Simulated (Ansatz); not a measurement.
**AsH3: density, localisation and related maps**

The calculation's input:

```
crystal:
  periodic: [false, false, false]
  atoms:
    - {symbol: As, position_ang: [-0.005381, 0.005339, 0.651963]}
    - {symbol: H, position_ang: [1.267301, -0.030291, -0.206682]}
    - {symbol: H, position_ang: [-0.606184, 1.108496, -0.231422]}
    - {symbol: H, position_ang: [-0.655736, -1.083554, -0.213859]}
basis:
  gaussian: {orbitals: def2-TZVP, initial_orbitals: start.molden}
hamiltonian: {xc: pbe0, dispersion: d4}
output: {forces: true, orbitals: {seedname: orbitals}}
```

Command:

```sh
ansatz run in.yaml --threads 2 --pin off --events-out ev --progress --plain --max-ram 4352MiB
```

Geometry: PBE-D4/def2-TZVP.

Computed with RKS PBE0-D4/def2-TZVP in Ansatz.

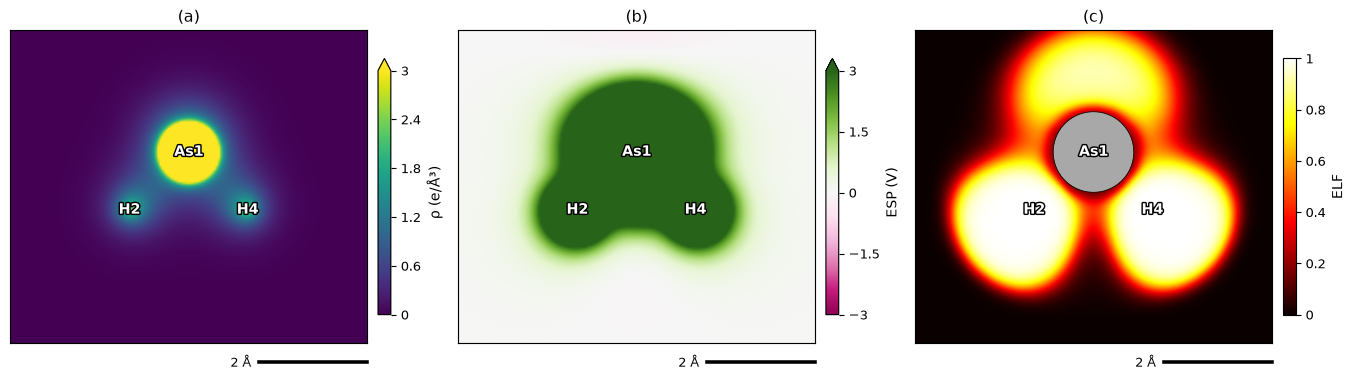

Figure 1. (a) electron density; (b) electrostatic potential; (c) electron localisation function on the plane of atoms H2, As1 and H4. Grey discs cover the atomic cores in the ELF map.

### Read the bonding off the picture.

Atoms in the plane: As and H.
As–H (1.54 Å): the density is about 1.1 e/Å³ at the midpoint; the ELF climbs to about 1 towards the hydrogen, as it does in any bond to H.
The ELF also peaks beside As1, away from the bonds: lone-pair regions.
The potential has no marked negative region in this plane.

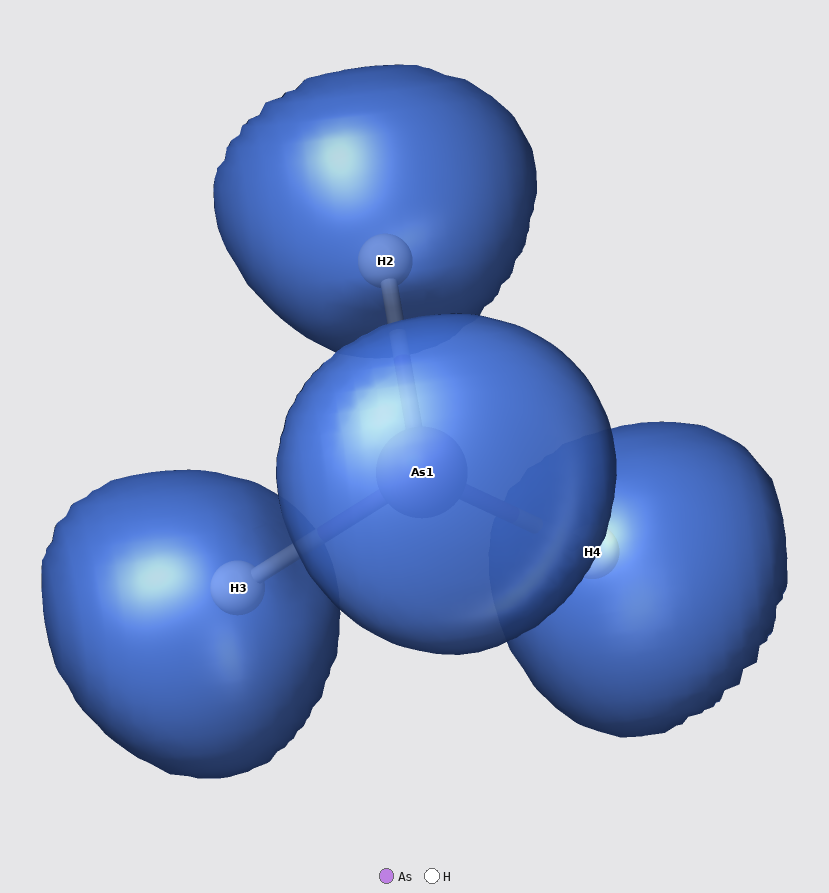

Figure 2. Isosurface of the ELF at 0.9 (blue), seen across its widest extent. Only the valence region is drawn (cores and ρ < 0.01 e/Å³ removed).

### Where are the electrons localised?

At this value the surface marks out three regions around hydrogen nuclei and one lobe on As, pointing away from the bonds (lone pairs).

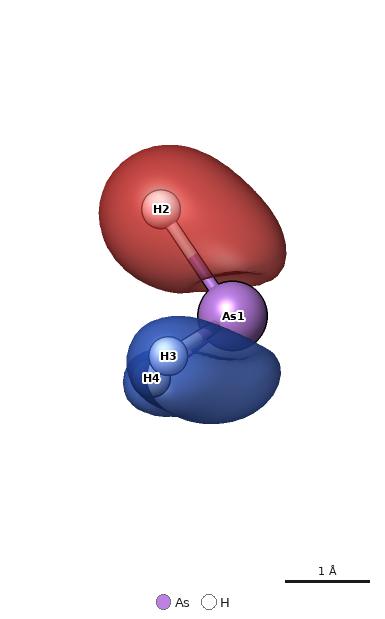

Figure 3. The HOMO−1 at ±0.2 Å⁻³ᐟ² (red and blue are the two phases), seen at an oblique angle.

### Where does this orbital lie, and at what energy?

By Hirshfeld shares it lies mainly on As1 (about 50 %), H2 (about 30 %), H3 (about 10 %) and H4 (about 10 %). It is one of a degenerate set, so its orientation is arbitrary. Its energy is −10.18 eV.
